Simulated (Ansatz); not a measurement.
Bands of a (4,4) SiC nanotube, along its axis.

All values below come from PBE (plane waves to 420 eV, PAW; Ansatz, a first-principles code). Mesh 1×1×10. No spin polarisation. Periodic along z alone, with about 11 Å of vacuum beside it. A hypothetical model, rolled from the flat sheet. Symmetry and one short period hold its shape; lower forms weren't sought.

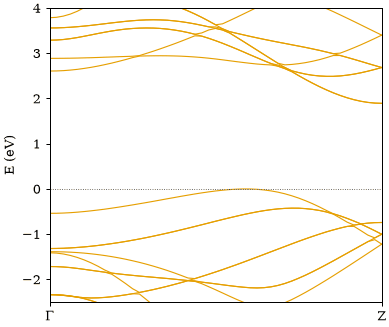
Figure: Bands from the zone centre to the zone edge (period 3.10 Å); the dotted line marks the highest filled level

**Question.** Is it a metal or a semiconductor at this level? Give what the bands show.

**Answer.** A semiconductor in PBE.
```
Quantity                                                      Value
--------  ---------------------------------------------------------
PBE gap   1.89 eV, indirect, from k = 0.292 × 2π/c to the zone edge
```
